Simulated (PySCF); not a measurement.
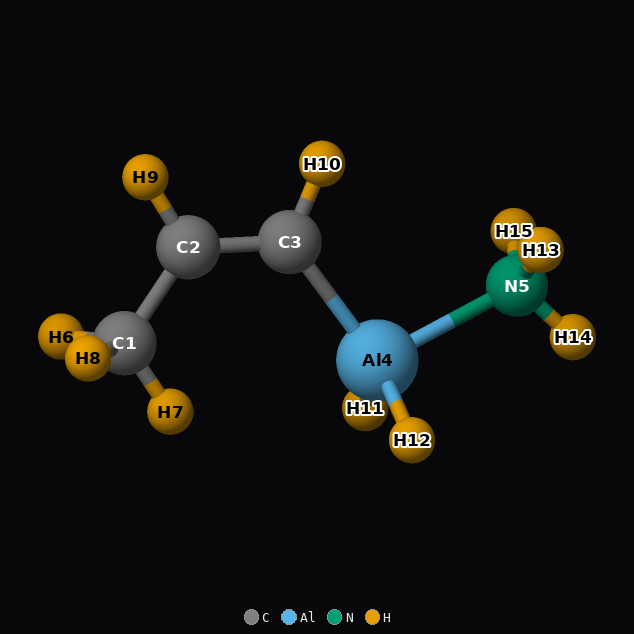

The geometry was computed by an optimisation with PBE0-D3(BJ)/def2-SVP. No frequency run is at hand to confirm it as a minimum. Properties computed with delta-SCF UKS B3LYP, pcX-2 on the ionised atom, pcseg-1 elsewhere, spin-free X2C (PySCF 2.14.0).

Give the core-electron binding energies (to vacuum; p and d levels without spin–orbit splitting) of C1 1s, C2 1s, C3 1s, Al4 1s, Al4 2p, N5 1s.

| atom | level | binding energy (eV) |
| --- | --- | --- |
| C1 | 1s | 290.4 |
| C2 | 1s | 289.8 |
| C3 | 1s | 288.7 |
| Al4 | 1s | 1564.1 |
| Al4 | 2p | 79.0 |
| N5 | 1s | 407.7 |
